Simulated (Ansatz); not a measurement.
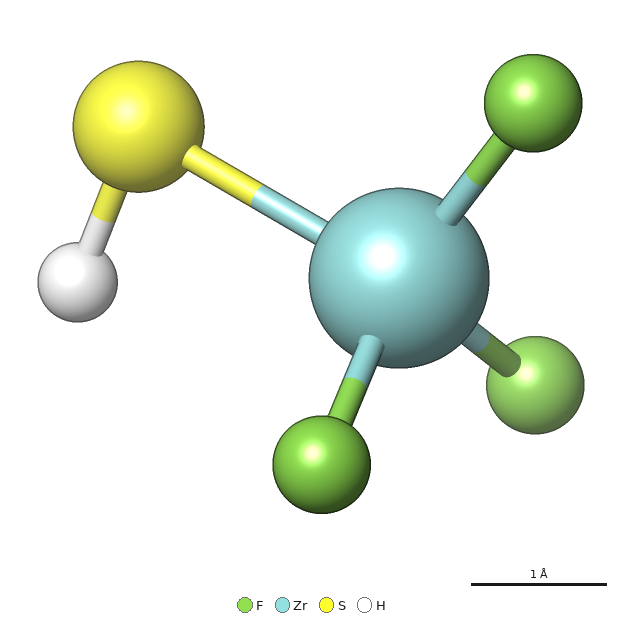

Ball-and-stick drawing of a structure.

Charge 0, singlet.

Give the formula.

F3HSZr, 6 atoms: 3 fluorine, 1 hydrogen, 1 sulfur and 1 zirconium.

How many bonds of each kind are drawn?

3 F–Zr, 1 S–Zr, 1 S–H.

What is its SMILES?

[F][Zr]([F])([F])[SH]

More results for the same structure follow; atom numbers are the same in all pictures, views and colours differ. Computed geometry: PBE0-D4/def2-TZVP optimisation.

## Levels of theory compared

Program: Ansatz 0.2.0.

Tabulate dipole (D), HOMO energy (eV), HOMO–LUMO gap (eV) at these levels: B3LYP-D4/def2-TZVPP; PBE-D4/def2-TZVPP; r2SCAN-D4/def2-TZVPP; ωB97M-V/def2-TZVPP.

```json
{"level": "B3LYP-D4/def2-TZVPP", "dipole (D)": "0.57", "HOMO energy (eV)": "−7.94", "HOMO–LUMO gap (eV)": "5.81"}
{"level": "PBE-D4/def2-TZVPP", "dipole (D)": "0.55", "HOMO energy (eV)": "−6.94", "HOMO–LUMO gap (eV)": "4.20"}
{"level": "r2SCAN-D4/def2-TZVPP", "dipole (D)": "0.58", "HOMO energy (eV)": "−7.24", "HOMO–LUMO gap (eV)": "4.67"}
{"level": "ωB97M-V/def2-TZVPP", "dipole (D)": "0.52", "HOMO energy (eV)": "−10.33", "HOMO–LUMO gap (eV)": "10.60"}
```

## Vibrations

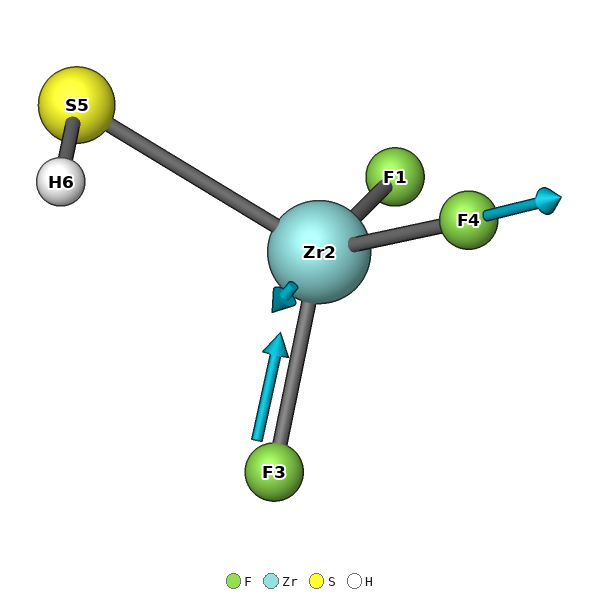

The arrows show one normal mode. Harmonic vibrations computed with RKS PBE0-D4/def2-TZVP, core potentials on Zr (Ansatz 0.2.0) at a stationary point of the same level.

Describe the motion.

Mostly out-of-phase stretching of 2 Zr–F bonds.

Estimate its harmonic wavenumber.

681 cm⁻¹; it is mode 10 of 12 counted from the lowest.

## Charges

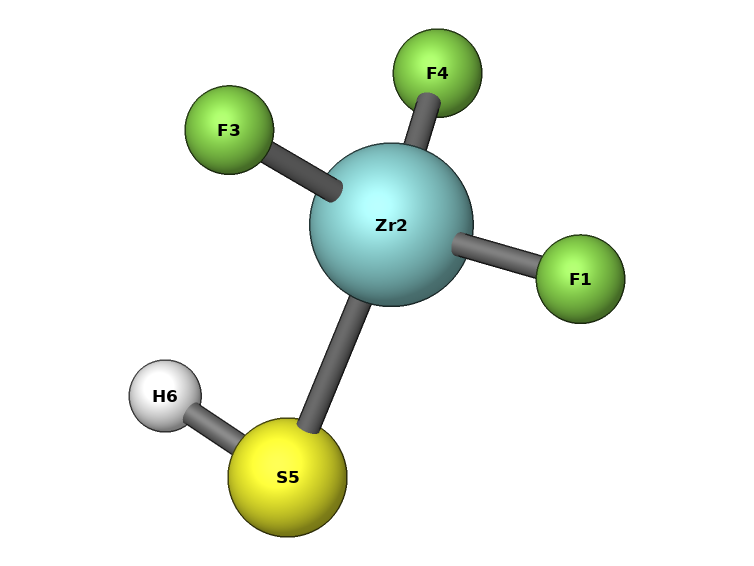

The questions are on Mulliken charges. Properties computed with RKS ωB97M-V/def2-TZVPP, core potentials on Zr (Ansatz 0.2.0).

Which atom carries the highest charge (most positive or least negative)?

Zr2 (1.30 e).

And the lowest?

F3, F4 (−0.37 e).

Give the Mulliken charges atom by atom.

| atom | value (e) |
| --- | --- |
| F1 | −0.36 |
| Zr2 | 1.30 |
| F3 | −0.37 |
| F4 | −0.37 |
| S5 | −0.32 |
| H6 | 0.12 |

Mulliken values depend strongly on the basis set and can even reverse the polarity of a bond.
